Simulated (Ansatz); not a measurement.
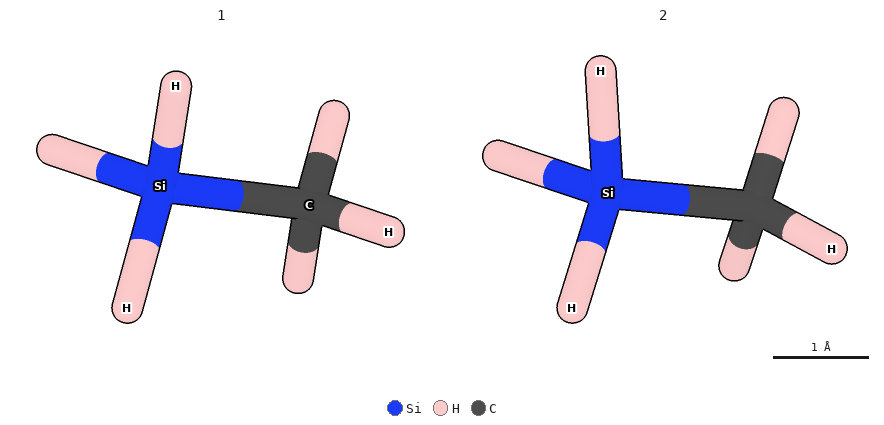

Two geometries of CH6Si, drawn at one scale. One is the start of a relaxation, the other its converged end. Style: stick. Shown at a tilt.

Computed with Ansatz, RKS PBE0-D4/def2-TZVP. (force threshold 0.005 eV/Å; at most 200 steps)

Question: Which one is relaxed?

Answer: Structure 1 is the relaxed one. It is one of the separated products of a reaction. After 6 geometry steps the energy has fallen by 0.178 eV. The largest force component goes from 1.3 to 0.0014 eV/Å. An H atom moves most after the best rigid fit: 0.27 Å. Largest moves by element: H 0.27 Å, Si 0.09 Å, C 0.03 Å. Near-neighbour distances that change, for instance: H–Si 1.569 → 1.488 Å, C–Si 1.860 → 1.871 Å, H–Si 1.480 → 1.488 Å. Bond angles that change, for instance: H–Si–H 94.5° → 108.2°, H–Si–C 115.8° → 110.7°, H–Si–C 115.2° → 110.7°. Cost: 4.3 s on 4 threads of Arm Neoverse V2 (shared host).
